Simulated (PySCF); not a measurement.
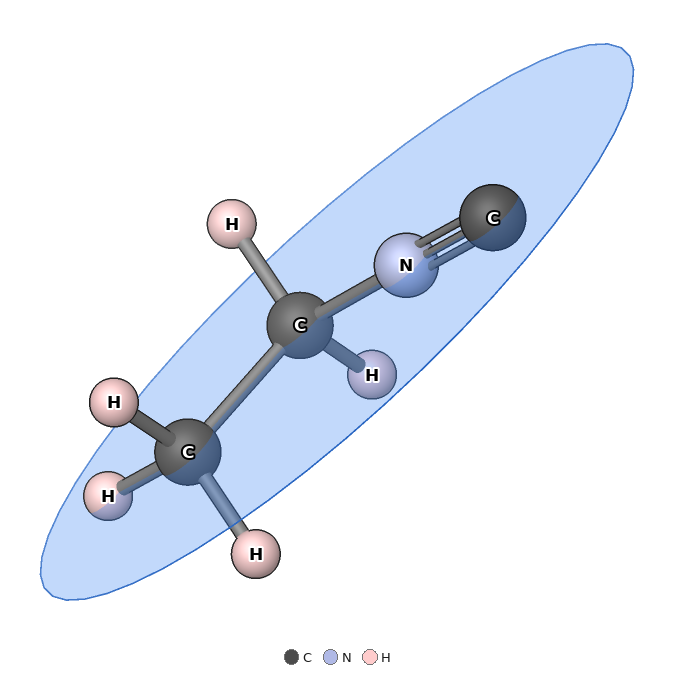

All proper rotation axes (lines) and mirror planes (discs) of the structure are drawn in. Depth is shown by fading: the farther an atom, the more it takes the colour of the background. The geometry was computed by an optimisation with PBE0-D3(BJ)/def2-SVP. No frequency run is at hand to confirm it as a minimum.

Name the symmetry elements and the point group.

Answer. It has 1 mirror plane. Point group Cs. The group has 2 operations. The geometry is achiral, and symmetry allows a dipole moment.
